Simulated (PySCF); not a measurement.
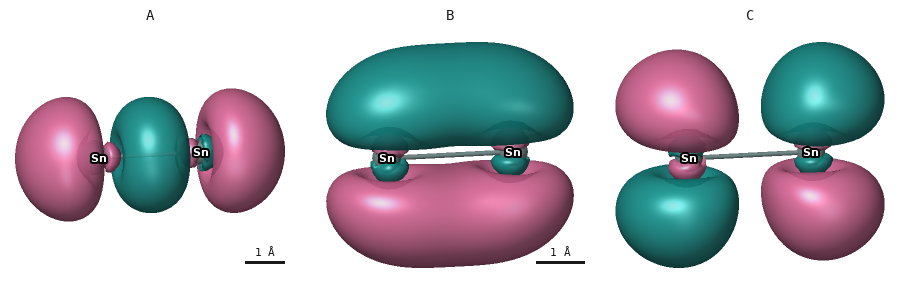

The picture shows: Sn$_{2}$ (triplet). Three frontier α-spin orbitals, each drawn at the value that holds 80 % of its norm (teal and pink are the two phases), in no order; of a degenerate pair one member is drawn.

The calculation used PBE0/x2c-TZVPPall, spin-free X2C-1e, Gaussian nucleus, at a bond length of 2.757 Å in PySCF.

**Label each orbital by symmetry, say whether it is occupied, and order them by energy.**

Orbital B: πu, occupied in this spin, −5.60 eV; with no node between the nuclei, bonding.
Orbital A: σg, occupied in this spin, −5.42 eV; with no node between the nuclei.
Orbital C: πg, empty in this spin, −2.35 eV; antibonding, with a node between the atoms.
